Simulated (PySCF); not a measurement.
System: SeF (doublet).

```yaml
atoms:
  - { symbol: Se, position_ang: [0.0000, 0.0000, -0.3373] }
  - { symbol: F, position_ang: [0.0000, 0.0000, 1.4187] }
```

Level of theory: PBE0/def2-SVP, non-relativistic Hamiltonian with scalar-relativistic core potentials where named, at a bond length of 1.756 Å in PySCF.

Q: What can the converged electron density, electron localisation function and spin density tell about the bonding?

A: Se–F (1.76 Å): the density is about 0.98 e/Å³ at the midpoint; the ELF peaks at about 0.80 in the valence shell of F, 0.5 Å from its nucleus, and is about 0.40 at the midpoint.
The unpaired spin (1 electron) lies mostly on Se1 (about 0.9) and F2 (about 0.1), in electrons by Hirshfeld's partition.

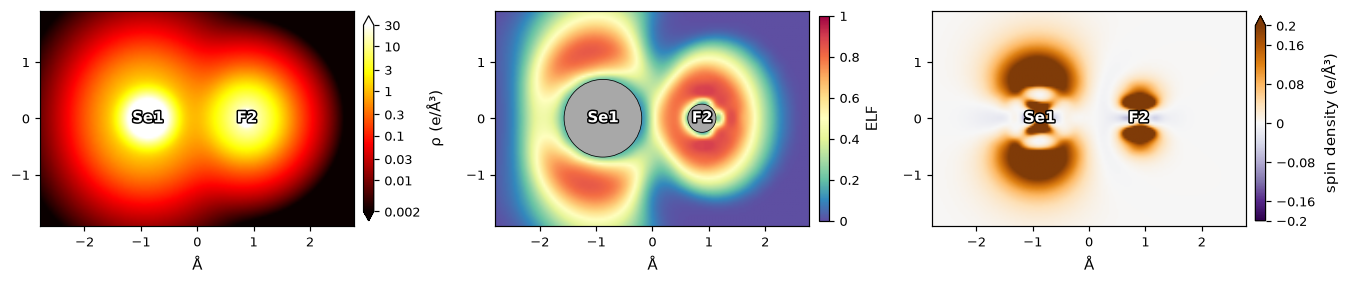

Computed electron density, electron localisation function and spin density on a plane that holds the molecular axis, in this order. Grey discs cover the atomic cores in the ELF map. 
